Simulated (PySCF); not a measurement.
# C₃H₅FSSi: electronic excitations at several levels of theory

Aim: compute the electronic excitations of C₃H₅FSSi (`F[Si@H]1C=CSC1`) at several levels, and see how far they spread and what each costs.

Programs: PySCF 2.14.0, with density-fitted response routines of our own. Each step states its level of theory. These are calculated values for one molecule in the gas phase, unless marked as measured. Atoms are numbered from 0 throughout.

## 1. The molecule as given

11 atoms, charge 0, multiplicity 1; geometry from: GFN2-xTB. The atoms were then displaced at random by about 0.01 Å, so the start is not that level's minimum.

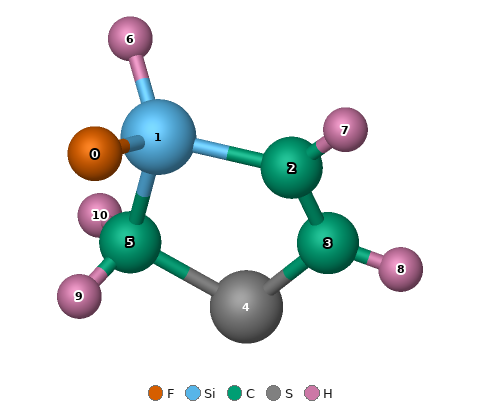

As it starts; fluorine orange, silicon blue, carbon teal, sulfur grey, hydrogen pink, atoms numbered; sticks join atoms by distance.

## 2. Relaxing the molecule at PBE0-D3(BJ)/def2-SVP

What the job is given:

```
{"job": {"xc": "PBE0", "basis": "def2-SVP", "d3": "d3bj", "grid": 1, "shake": 0.01, "kind": "geom"}, "charge": 0, "multiplicity": 1}
F     -1.807550    -1.490880    -0.720890
Si    -0.765580    -0.846120     0.314900
C      0.980250    -0.911000    -0.292130
C      1.603240     0.288900    -0.480750
S      0.701060     1.757830    -0.212400
C     -0.918370     1.065290     0.265220
H     -1.098610    -1.439480     1.595280
H      1.585670    -1.800410    -0.465090
H      2.580970     0.449900    -0.793550
H     -1.638460     1.402040    -0.460580
H     -1.184520     1.498100     1.234320
```

On the command line:

```bash
$ OMP_NUM_THREADS=1 python probes_run.py task.json out
```

One launch serves the whole session: the jobs run in the order shown.

Output:

```text
step   0  E = -904.03569938  max force = 0.070872
step   1  E = -904.04027434  max force = 0.029431
step   2  E = -904.04160859  max force = 0.010419
step   3  E = -904.04253245  max force = 0.008307
step   4  E = -904.04265925  max force = 0.000581
step   5  E = -904.04267468  max force = 0.000355
step   6  E = -904.04269587  max force = 0.000842
step   7  E = -904.04271048  max force = 0.000807
step   8  E = -904.04272879  max force = 0.000550
step   9  E = -904.04273818  max force = 0.000304
optimisation converged
```

Wall time 58 s (1 thread of Arm Neoverse V1, shared host); peak memory 0.51 GiB.

The steps of the relaxation:

```tsv
step	energy from step 0 (eV)	largest force component (eV/Å)
0	0.0000	3.6444
1	-0.1245	1.5134
2	-0.1608	0.5358
3	-0.1859	0.4272
4	-0.1894	0.0299
5	-0.1898	0.0183
6	-0.1904	0.0433
7	-0.1908	0.0415
8	-0.1913	0.0283
9	-0.1915	0.0156
```

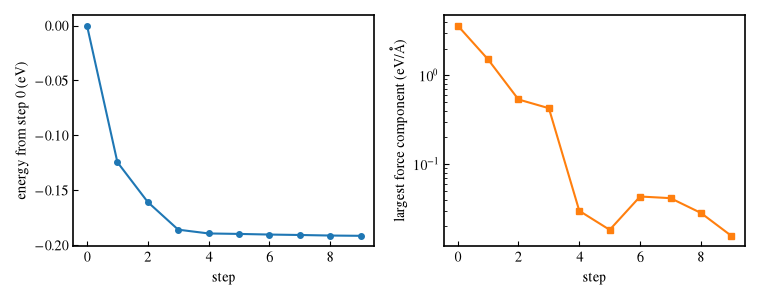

Energy and largest force along the relaxation.

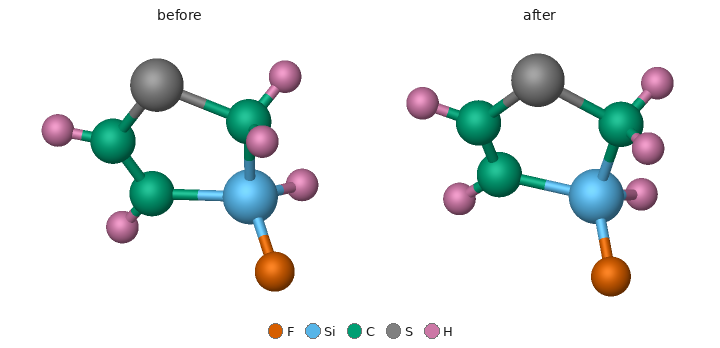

The geometry before (left) and after (right).

Close pairs (by a distance rule), those that changed most:

```tsv
bond	before (Å)	after (Å)	change (Å)
C3–H8	1.039	1.097	+0.058
Si1–H6	1.450	1.488	+0.038
F0–Si1	1.604	1.632	+0.028
Si1–C5	1.918	1.893	-0.025
C5–H9	1.076	1.101	+0.025
C2–C3	1.365	1.350	-0.015
Si1–C2	1.849	1.839	-0.010
S4–C5	1.825	1.816	-0.009
```

The end geometry stands in the next job.

```tsv
at the end point	value
point group (found at 0.08 Å tolerance)	C1
rotational constants (GHz, main isotopes)	4.452, 1.810, 1.465
dipole moment (D)	1.34
```

## 3. Ultraviolet spectrum: PBE0/def2-TZVP

What the job is given:

```
{"job": {"kind": "uv", "xc": "PBE0", "basis": "def2-TZVP"}, "charge": 0, "multiplicity": 1}
F     -1.344287    -1.522010    -0.941216
Si    -0.451519    -0.790767     0.212929
C      1.282012    -0.465851    -0.308370
C      1.512501     0.851499    -0.492362
S      0.310611     2.086064    -0.207445
C     -1.015456     1.006305     0.403749
H     -0.658931    -1.617113     1.432558
H      2.080553    -1.186486    -0.499749
H      2.471653     1.257537    -0.835739
H     -1.930463     1.193525    -0.179503
H     -1.222309     1.258892     1.455168
```

Method: TDDFT PBE0/def2-TZVP, vertical, gas phase, core orbitals frozen in the response.

Output:

```text
coarse grid: 10696 points
cycle   1  E = -904.4629077408  dE =  6.647e-01  |g| = 6.222e-01  |ddm| = 2.729e+00
cycle   2  E = -904.3820849331  dE =  8.082e-02  |g| = 9.493e-01  |ddm| = 9.589e-01
cycle   3  E = -904.5320955249  dE = -1.500e-01  |g| = 8.030e-02  |ddm| = 6.312e-01
cycle   4  E = -904.5333078772  dE = -1.212e-03  |g| = 3.681e-02  |ddm| = 9.836e-02
cycle   5  E = -904.5336290536  dE = -3.212e-04  |g| = 1.214e-02  |ddm| = 3.325e-02
cycle   6  E = -904.5336612238  dE = -3.217e-05  |g| = 3.752e-03  |ddm| = 8.936e-03
cycle   7  E = -904.5336642384  dE = -3.015e-06  |g| = 1.086e-03  |ddm| = 2.924e-03
final grid: 95760 points
cycle   8  E = -904.5306278034  dE = -3.144e-05  |g| = 1.001e-02  |ddm| = 3.358e-02
cycle   9  E = -904.5306009545  dE =  2.685e-05  |g| = 1.388e-02  |ddm| = 1.648e-02
cycle  10  E = -904.5306496075  dE = -4.865e-05  |g| = 1.425e-03  |ddm| = 1.099e-02
cycle  11  E = -904.5306501283  dE = -5.208e-07  |g| = 4.795e-04  |ddm| = 1.370e-03
cycle  12  E = -904.5306501815  dE = -5.324e-08  |g| = 1.013e-04  |ddm| = 3.204e-04
cycle  13  E = -904.5306501837  dE = -2.214e-09  |g| = 4.065e-05  |ddm| = 8.559e-05
cycle  14  E = -904.5306501841  dE = -3.681e-10  |g| = 1.189e-05  |ddm| = 3.278e-05
converged SCF energy = -904.5306501841

Static polarisability (au): isotropic 73.561, principal 52.067 77.345 91.271

Singlet excitations
state   eV       nm        f      main configurations
  1   4.8257    256.9   0.11285   H->L 0.93
  2   5.3065    233.6   0.01382   H->L+1 0.93
  3   6.4362    192.6   0.00633   H->L+2 0.93
  4   6.5670    188.8   0.00147   H-1->L 0.97
  5   6.7509    183.7   0.00197   H-2->L 0.89
  6   6.9197    179.2   0.00123   H->L+3 0.57, H->L+4 0.27
  7   7.0381    176.2   0.01875   H->L+4 0.48, H->L+3 0.27, H->L+5 0.11
  8   7.2322    171.4   0.00867   H->L+5 0.85, H->L+4 0.09
  9   7.4231    167.0   0.01596   H->L+6 0.85
 10   7.5858    163.4   0.00137   H-3->L 0.48, H-1->L+1 0.41

Triplet excitations (Tamm-Dancoff, eV): 3.4258 4.8127 5.8635 6.2058
```

It took 38 s on 1 thread of Arm Neoverse V1, shared host; peak memory 0.89 GiB.

Frontier orbitals and where they lie:

```tsv
orbital	eV	atoms
HOMO−3	-9.45	C3 39 %, S4 23 %, C2 23 %
HOMO−2	-9.25	C2 32 %, Si1 23 %, C3 10 %
HOMO−1	-8.85	S4 33 %, C5 25 %, Si1 18 %
HOMO	-6.58	S4 54 %, C2 25 %, C3 10 %
LUMO	-0.86	C3 36 %, C2 23 %, Si1 21 %
LUMO+1	0.28	S4 44 %, Si1 20 %, C5 17 %
LUMO+2	1.05	Si1 50 %, C2 10 %, C5 8 %
```

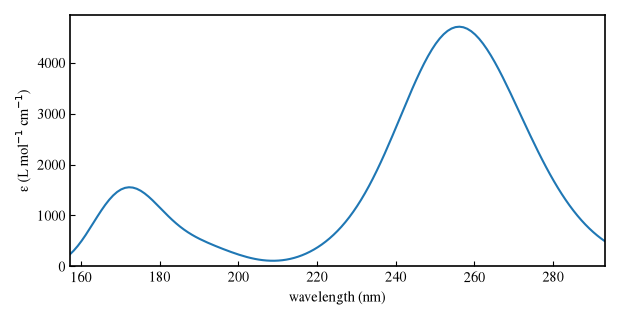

Absorption spectrum: each of the 10 states is a Gaussian band of 0.4 eV half-width at 1/e. Beyond the last state computed it falls off for lack of states.

Ground-state properties from the same run:

```tsv
property	computed
dipole moment (D)	1.39
polarisability (Å³)	10.90
HOMO–LUMO gap (eV)	5.72
−ε(HOMO) (eV)	6.58
```

## 4. Ultraviolet spectrum: PBE0/aug-cc-pVDZ

Settings changed since step 3:

```diff
@@ -1,2 +1,2 @@
-{"job": {"kind": "uv", "xc": "PBE0", "basis": "def2-TZVP"}, "charge": 0, "multiplicity": 1}
+{"job": {"kind": "uv", "xc": "PBE0", "basis": "aug-cc-pVDZ"}, "charge": 0, "multiplicity": 1}
 F     -1.344287    -1.522010    -0.941216
```

Method: TDDFT PBE0/aug-cc-pVDZ, vertical, gas phase, core orbitals frozen in the response.

Output:

```text
coarse grid: 10696 points
cycle   1  E = -904.3622279927  dE =  7.167e-01  |g| = 5.610e-01  |ddm| = 8.328e+00
cycle   2  E = -904.2915446356  dE =  7.068e-02  |g| = 8.535e-01  |ddm| = 2.354e+00
cycle   3  E = -904.4245886352  dE = -1.330e-01  |g| = 7.478e-02  |ddm| = 1.233e+00
cycle   4  E = -904.4258715850  dE = -1.283e-03  |g| = 2.918e-02  |ddm| = 2.280e-01
cycle   5  E = -904.4260901797  dE = -2.186e-04  |g| = 1.145e-02  |ddm| = 7.496e-02
cycle   6  E = -904.4261213084  dE = -3.113e-05  |g| = 2.890e-03  |ddm| = 2.312e-02
cycle   7  E = -904.4261233002  dE = -1.992e-06  |g| = 7.794e-04  |ddm| = 6.017e-03
final grid: 95760 points
cycle   8  E = -904.4394691594  dE = -7.602e-06  |g| = 8.997e-03  |ddm| = 1.367e-01
cycle   9  E = -904.4394424391  dE =  2.672e-05  |g| = 1.319e-02  |ddm| = 4.788e-02
cycle  10  E = -904.4394910605  dE = -4.862e-05  |g| = 1.095e-03  |ddm| = 2.778e-02
cycle  11  E = -904.4394913677  dE = -3.072e-07  |g| = 2.632e-04  |ddm| = 2.292e-03
cycle  12  E = -904.4394913850  dE = -1.731e-08  |g| = 6.845e-05  |ddm| = 5.653e-04
cycle  13  E = -904.4394913860  dE = -1.003e-09  |g| = 3.019e-05  |ddm| = 1.723e-04
cycle  14  E = -904.4394913862  dE = -2.210e-10  |g| = 6.894e-06  |ddm| = 6.230e-05
converged SCF energy = -904.4394913862

Static polarisability (au): isotropic 78.473, principal 58.781 80.827 95.811

Singlet excitations
state   eV       nm        f      main configurations
  1   4.8014    258.2   0.11192   H->L 0.94
  2   5.2658    235.5   0.01665   H->L+2 0.66, H->L+1 0.18
  3   5.5040    225.3   0.00035   H->L+1 0.77, H->L+2 0.19
  4   6.1052    203.1   0.01195   H->L+3 0.80
  5   6.2863    197.2   0.00660   H->L+4 0.81
  6   6.3316    195.8   0.01009   H->L+5 0.59, H->L+6 0.27
  7   6.4441    192.4   0.01021   H->L+6 0.45, H->L+5 0.22, H->L+7 0.13
  8   6.5851    188.3   0.00599   H-1->L 0.82
  9   6.6687    185.9   0.01763   H->L+7 0.67, H-1->L 0.12, H->L+6 0.09
 10   6.7809    182.8   0.00464   H-2->L 0.73, H->L+8 0.19

Triplet excitations (Tamm-Dancoff, eV): 3.4622 4.8536 5.4247 5.8557
```

Wall time 29 s (1 thread of Arm Neoverse V1, shared host); peak memory 0.83 GiB.

Key values: HOMO -6.61 eV, LUMO -0.91 eV; lowest singlet 4.80 eV.

## 5. Excited states and response: PBE0/def2-TZVPD

Settings changed since step 4:

```diff
@@ -1,2 +1,2 @@
-{"job": {"kind": "uv", "xc": "PBE0", "basis": "aug-cc-pVDZ"}, "charge": 0, "multiplicity": 1}
+{"job": {"kind": "uv", "xc": "PBE0", "basis": "def2-TZVPD"}, "charge": 0, "multiplicity": 1}
 F     -1.344287    -1.522010    -0.941216
```

With the program's defaults for keys left out, this is: TDDFT PBE0/def2-TZVPD, vertical, gas phase, core orbitals frozen in the response.

Output:

```text
coarse grid: 10696 points
cycle   1  E = -904.4644197284  dE =  6.657e-01  |g| = 6.235e-01  |ddm| = 3.387e+00
cycle   2  E = -904.3799773178  dE =  8.444e-02  |g| = 9.605e-01  |ddm| = 1.118e+00
cycle   3  E = -904.5337469655  dE = -1.538e-01  |g| = 8.219e-02  |ddm| = 6.538e-01
cycle   4  E = -904.5350175451  dE = -1.271e-03  |g| = 3.696e-02  |ddm| = 1.132e-01
cycle   5  E = -904.5353416659  dE = -3.241e-04  |g| = 1.197e-02  |ddm| = 5.026e-02
cycle   6  E = -904.5353729633  dE = -3.130e-05  |g| = 3.818e-03  |ddm| = 1.195e-02
cycle   7  E = -904.5353760786  dE = -3.115e-06  |g| = 1.096e-03  |ddm| = 3.937e-03
final grid: 95760 points
cycle   8  E = -904.5323382053  dE = -3.314e-05  |g| = 9.980e-03  |ddm| = 2.059e-01
cycle   9  E = -904.5323110294  dE =  2.718e-05  |g| = 1.390e-02  |ddm| = 2.074e-02
cycle  10  E = -904.5323598689  dE = -4.884e-05  |g| = 1.452e-03  |ddm| = 1.268e-02
cycle  11  E = -904.5323604130  dE = -5.441e-07  |g| = 4.841e-04  |ddm| = 1.646e-03
cycle  12  E = -904.5323604675  dE = -5.445e-08  |g| = 1.031e-04  |ddm| = 5.573e-04
cycle  13  E = -904.5323604698  dE = -2.306e-09  |g| = 4.111e-05  |ddm| = 1.458e-04
cycle  14  E = -904.5323604701  dE = -3.768e-10  |g| = 1.225e-05  |ddm| = 5.109e-05
converged SCF energy = -904.5323604701

Static polarisability (au): isotropic 78.657, principal 58.773 81.291 95.908

Singlet excitations
state   eV       nm        f      main configurations
  1   4.7603    260.5   0.10632   H->L 0.92
  2   5.1630    240.1   0.02005   H->L+1 0.88
  3   5.6852    218.1   0.00134   H->L+2 0.97
  4   6.3424    195.5   0.01242   H->L+3 0.89
  5   6.3930    193.9   0.01183   H->L+4 0.78
  6   6.4544    192.1   0.00609   H->L+5 0.83
  7   6.5368    189.7   0.00556   H-1->L 0.76, H->L+4 0.12
  8   6.5963    188.0   0.01106   H->L+6 0.41, H->L+7 0.32, H-1->L 0.14
  9   6.7176    184.6   0.02209   H->L+7 0.45, H->L+6 0.27, H-2->L 0.23
 10   6.7415    183.9   0.01710   H-2->L 0.73, H->L+6 0.11, H->L+7 0.10

Triplet excitations (Tamm-Dancoff, eV): 3.4148 4.7093 5.5800 5.8152
```

Wall time 54 s (1 thread of Arm Neoverse V1, shared host); peak memory 1.2 GiB.

Key values: HOMO -6.61 eV, LUMO -0.94 eV; lowest singlet 4.76 eV.

## 6. Excited states and response: PBE0/6-31+G*

Settings changed since step 5:

```diff
@@ -1,2 +1,2 @@
-{"job": {"kind": "uv", "xc": "PBE0", "basis": "def2-TZVPD"}, "charge": 0, "multiplicity": 1}
+{"job": {"kind": "uv", "xc": "PBE0", "basis": "6-31+G*"}, "charge": 0, "multiplicity": 1}
 F     -1.344287    -1.522010    -0.941216
```

With the program's defaults for keys left out, this is: TDDFT PBE0/6-31+G*, vertical, gas phase, core orbitals frozen in the response.

Output:

```text
coarse grid: 10696 points
cycle   1  E = -904.3765538632  dE =  6.936e-01  |g| = 5.540e-01  |ddm| = 3.501e+00
cycle   2  E = -904.3114827432  dE =  6.507e-02  |g| = 8.316e-01  |ddm| = 1.378e+00
cycle   3  E = -904.4381156097  dE = -1.266e-01  |g| = 7.450e-02  |ddm| = 8.216e-01
cycle   4  E = -904.4394030606  dE = -1.287e-03  |g| = 2.835e-02  |ddm| = 1.480e-01
cycle   5  E = -904.4396109312  dE = -2.079e-04  |g| = 1.040e-02  |ddm| = 5.099e-02
cycle   6  E = -904.4396363781  dE = -2.545e-05  |g| = 2.886e-03  |ddm| = 1.386e-02
cycle   7  E = -904.4396383119  dE = -1.934e-06  |g| = 7.568e-04  |ddm| = 4.953e-03
final grid: 95760 points
cycle   8  E = -904.3840391294  dE = -5.275e-06  |g| = 9.143e-03  |ddm| = 4.651e-02
cycle   9  E = -904.3840133175  dE =  2.581e-05  |g| = 1.321e-02  |ddm| = 2.869e-02
cycle  10  E = -904.3840622789  dE = -4.896e-05  |g| = 1.116e-03  |ddm| = 1.926e-02
cycle  11  E = -904.3840625915  dE = -3.126e-07  |g| = 2.286e-04  |ddm| = 1.711e-03
cycle  12  E = -904.3840626041  dE = -1.258e-08  |g| = 6.868e-05  |ddm| = 4.091e-04
cycle  13  E = -904.3840626051  dE = -1.007e-09  |g| = 2.897e-05  |ddm| = 1.151e-04
cycle  14  E = -904.3840626053  dE = -1.919e-10  |g| = 5.830e-06  |ddm| = 4.412e-05
converged SCF energy = -904.3840626053

Static polarisability (au): isotropic 72.773, principal 53.635 74.571 90.113

Singlet excitations
state   eV       nm        f      main configurations
  1   4.8639    254.9   0.11981   H->L 0.91
  2   5.2606    235.7   0.02746   H->L+1 0.82
  3   5.6600    219.1   0.00080   H->L+2 0.91
  4   6.3019    196.7   0.00807   H->L+3 0.93
  5   6.4939    190.9   0.01589   H->L+5 0.48, H->L+6 0.30, H->L+4 0.14
  6   6.5632    188.9   0.00390   H->L+4 0.63, H->L+5 0.17, H->L+7 0.11
  7   6.6697    185.9   0.00047   H-1->L 0.70, H->L+6 0.14
  8   6.7113    184.7   0.00804   H->L+6 0.36, H->L+5 0.25, H-1->L 0.20
  9   6.8755    180.3   0.02232   H->L+7 0.53, H-2->L 0.17, H->L+6 0.14
 10   6.8879    180.0   0.00075   H-2->L 0.76, H->L+7 0.16

Triplet excitations (Tamm-Dancoff, eV): 3.4955 4.8106 5.5672 5.8940
```

Wall time 16 s (1 thread of Arm Neoverse V1, shared host); peak memory 0.65 GiB.

This run: HOMO -6.61 eV, LUMO -0.87 eV; lowest singlet 4.86 eV.

## 7. Side by side: electronic excitations

Excitations and ground-state properties, with basis size and wall time:

```tsv
run	lowest singlet (eV)	brightest (eV)	f	gap (eV)	α (Å³)	μ (D)	functions	time
PBE0/def2-TZVP	4.83	4.83	0.113	5.72	10.90	1.39	228	38 s
PBE0/aug-cc-pVDZ	4.80	4.80	0.112	5.70	11.63	1.44	191	29 s
PBE0/def2-TZVPD	4.76	4.76	0.106	5.67	11.66	1.40	285	54 s
PBE0/6-31+G*	4.86	4.86	0.120	5.74	10.78	1.50	126	16 s
```

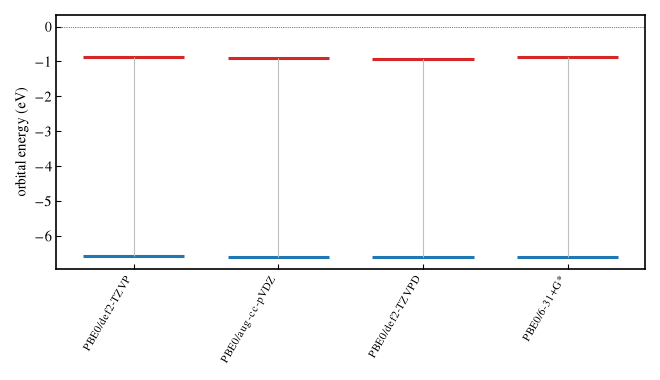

HOMO (blue) and LUMO (red) run by run.

## 8. What came out

```
                            quantity                        value
                         point group                           C1
rotational constants (main isotopes)         4.45, 1.81, 1.47 GHz
     lowest singlet (PBE0/def2-TZVP)  4.83 eV (257 nm), f = 0.113
                      lowest triplet                      3.43 eV
         range of the lowest singlet              4.76 to 4.86 eV
```

**Reading.** Single values in the summary come from the first sound run of each kind (PBE0/def2-TZVP), which need not be the best level. The start of the PBE0/def2-SVP relaxation was shaken at random by about 0.01 Å, so part of the energy gained, and of the first lengths quoted, undoes that. Over 9 steps the energy fell by 0.192 eV; of the close pairs, C3–H8 changed most, 1.039 to 1.097 Å. The lowest singlet, at 4.83 eV, is HOMO→LUMO 0.93 and is bright. The lowest triplet lies 1.40 eV below the lowest singlet (triplets in Tamm-Dancoff, singlets in full TDDFT). The lowest singlet runs from 4.76 eV (PBE0/def2-TZVPD) to 4.86 eV (PBE0/6-31+G*), while the orbital gap spans 5.67 to 5.74 eV. The lowest state need not be the same one in every run.
